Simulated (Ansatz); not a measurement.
Cl$_{4}$Ga (charge −1)

Input

```
crystal:
  periodic: [false, false, false]
  atoms:
    - {symbol: Ga, position_ang: [0.000025, 0.000002, 0.000002]}
    - {symbol: Cl, position_ang: [0.010604, -0.017511, 2.233212]}
    - {symbol: Cl, position_ang: [2.101994, 0.010623, -0.754368]}
    - {symbol: Cl, position_ang: [-1.060399, 1.826868, -0.725106]}
    - {symbol: Cl, position_ang: [-1.052224, -1.819983, -0.753730]}
basis:
  gaussian: {orbitals: def2-TZVPD, initial_orbitals: start.molden}
total_charge: -1
hamiltonian: {xc: pbe0, dispersion: d4}
scf: {omitted_lower_state_checks: [starts]}
output: {forces: true, orbitals: {seedname: orbitals}}
```

Command:

```sh
ansatz run in.yaml --threads 4 --pin off --events-out ev --progress --plain --max-ram 3916MiB
```

Geometry: PBE-D4/def2-SVPD.

Level of theory: Ansatz, RKS PBE0-D4/def2-TZVPD.

> Predict the electron density and electron localisation function between the atoms.

Ga–Cl (2.23 Å): the density is about 0.62 e/Å³ at the midpoint; the ELF peaks at about 0.85 in the valence shell of Cl, 0.9 Å from its nucleus, and is about 0.60 at the midpoint.

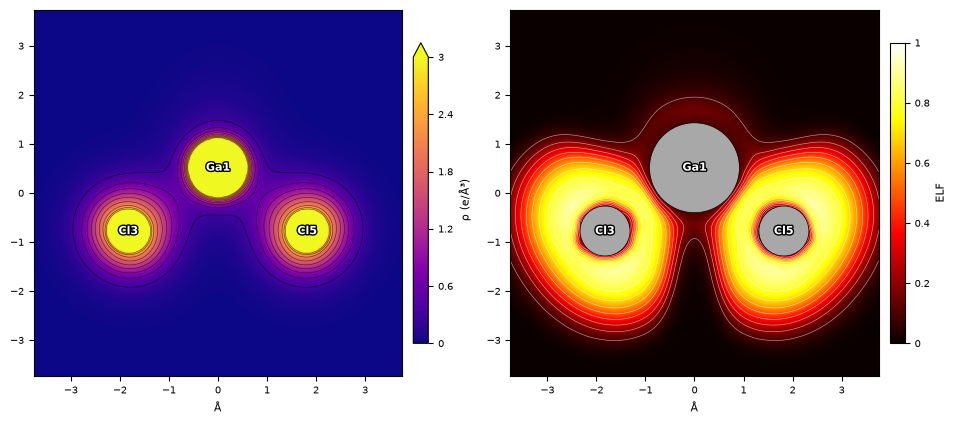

Computed electron density and electron localisation function on the plane of atoms Cl3, Ga1 and Cl5, in this order. Grey discs cover the atomic cores in the ELF map. 
